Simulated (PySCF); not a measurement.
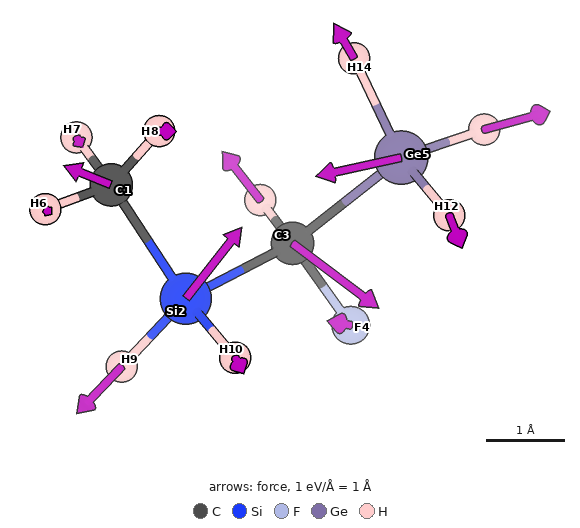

Starting geometry of C$_{2}$H$_{9}$FGeSi with the computed forces as purple arrows. The picture is a ball-and-stick view, seen at a tilt.

The start comes from GFN2-xTB. Its atoms were then displaced at random by about 0.01 Å.

The calculation used PBE0-D3(BJ)/def2-SVP geometry optimisation, gas phase (PySCF). 

**Is this structure relaxed? If not, where do the atoms go?**

It isn't relaxed: the largest force vector, on a C atom, is 1.47 eV/Å. The final displacements follow the starting forces only in part (cosine between the two patterns 0.46). An H atom moves most after the best rigid fit: 0.097 Å. Largest moves by element: H 0.097 Å, F 0.065 Å, Si 0.056 Å, C 0.049 Å, Ge 0.013 Å. Some distances before and after: Ge–H 1.473 → 1.539 Å, H–Si 1.446 → 1.495 Å, Ge–H 1.505 → 1.538 Å, C–H 1.078 → 1.106 Å. Among the angles between lasting bonds that change: F–C–Ge 103.2° → 107.1°, C–Si–C 106.6° → 110.0°, F–C–H 105.3° → 108.1°. Over 6 geometry steps the energy falls by 14.4 kJ/mol. The run took 57 s on 1 thread of Arm Neoverse V1 (shared host).
